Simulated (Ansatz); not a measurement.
# Cl$_{3}$HHfO···H (doublet): what the fields show

Input file:

```
crystal:
  periodic: [false, false, false]
  atoms:
    - { symbol: Hf, position_ang: [0.0, 0.0, 0.0] }
    - { symbol: Cl, position_ang: [0.0, 0.0, 2.77] }
    - { symbol: Cl, position_ang: [2.3764, 0.0, -0.8392] }
    - { symbol: O, position_ang: [-0.975, 1.6891, -0.6893] }
    - { symbol: H, position_ang: [-1.9328, 1.4584, -0.9117] }
    - { symbol: Cl, position_ang: [-1.1869, -2.0563, -0.8392] }
    - { symbol: H, position_ang: [0.0, 0.0, 4.44] }
magnetization:
  spin_polarized: true
  initial_magnetization: 1
basis:
  gaussian: { orbitals: def2-SVP }
hamiltonian:
  xc: hf
relax:
  f_tol: 0.15
  max_steps: 25
  restrain:
    - { distance: [1, 6], at: 2.57, k: 30.0 }
    - { distance: [0, 1], at: 2.52, k: 30.0 }
output:
  orbitals: {}
```

Command:

```sh
ansatz run input.yaml --threads 4 --pin off --max-ram 5120MiB --backend cpu --events-out ev --progress --plain --runs-dir out
```

The fields are those of the run's last geometry, not of the input's.

Core potentials replace the inner electrons of Hf; not at a stationary point (largest force 1.6 eV/Å).

These are results of UHF/def2-SVP (Ansatz), not measurements.

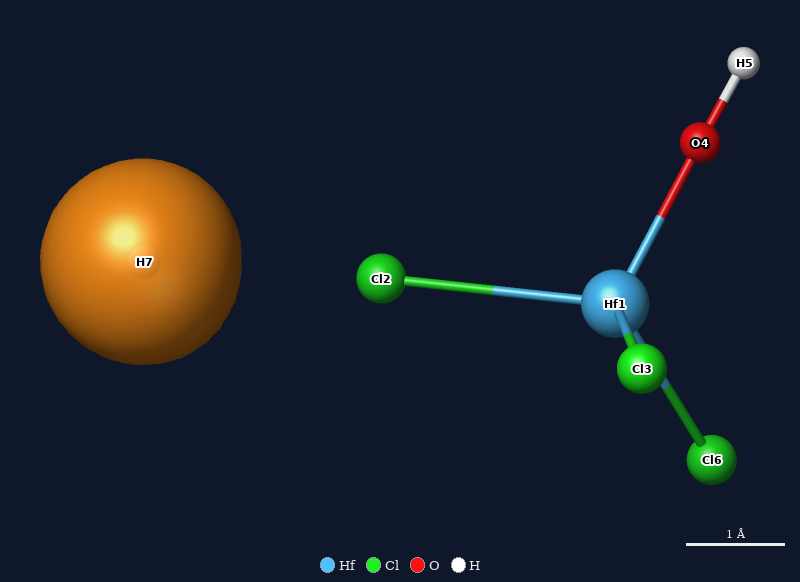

Figure 1. Isosurface of the spin density (α minus β) at +0.04 e/Å³ (orange), seen at a tilt.

**Which atoms carry the spin?**

The unpaired spin (1 electron) lies mostly on H7 (about 1.0), in electrons by Hirshfeld's partition.

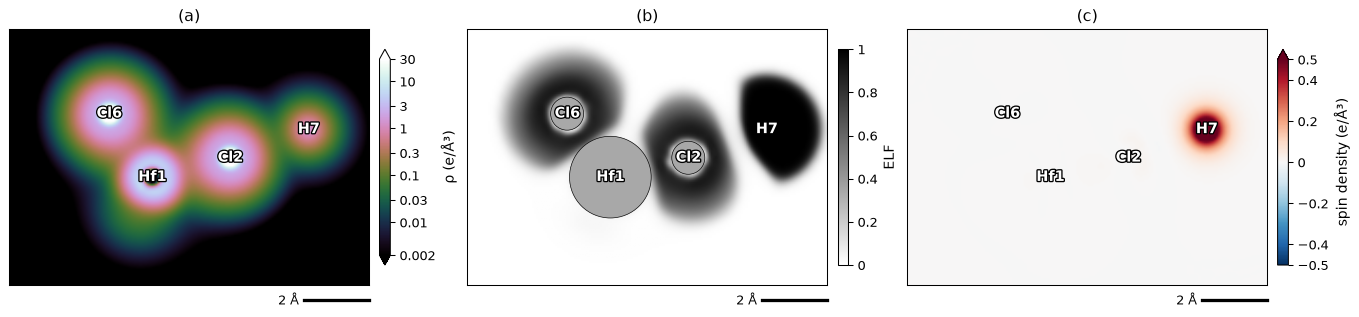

Figure 2. (a) electron density; (b) electron localisation function; (c) spin density on the plane of atoms Cl2, Hf1 and Cl6. Grey discs cover the atomic cores in the ELF map.

**What does the map show?**

The section cuts through Hf, Cl and H sites.
Cl2···H7 (2.58 Å): the density falls to about 0.1 e/Å³ on the way; the ELF dips to about 0.05 between them.
Hf–Cl (2.37 Å): the density is about 0.55 e/Å³ at the midpoint; the ELF peaks at about 0.85 in the valence shell of Cl, 0.8 Å from its nucleus, and is about 0.35 at the midpoint.
Hf–Cl (2.48 Å): ρ at the midpoint is about 0.46 e/Å³; the ELF peaks at about 0.85 in the valence shell of Cl, 0.9 Å from its nucleus, and is about 0.35 at the midpoint.

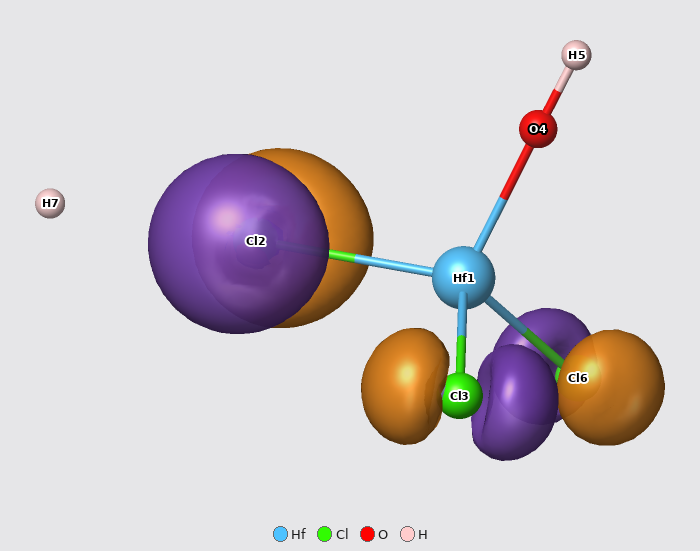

Figure 3. The HOMO (β) at ±0.15 Å⁻³ᐟ² (orange and purple are the two phases), seen at a tilt.

**Where does this orbital lie, and at what energy?**

Its weight (Hirshfeld) is mainly on Cl2 (about 65 %), Cl6 (about 15 %) and Cl3 (about 15 %); largely a lone pair of Cl2. Its energy is −12.44 eV.
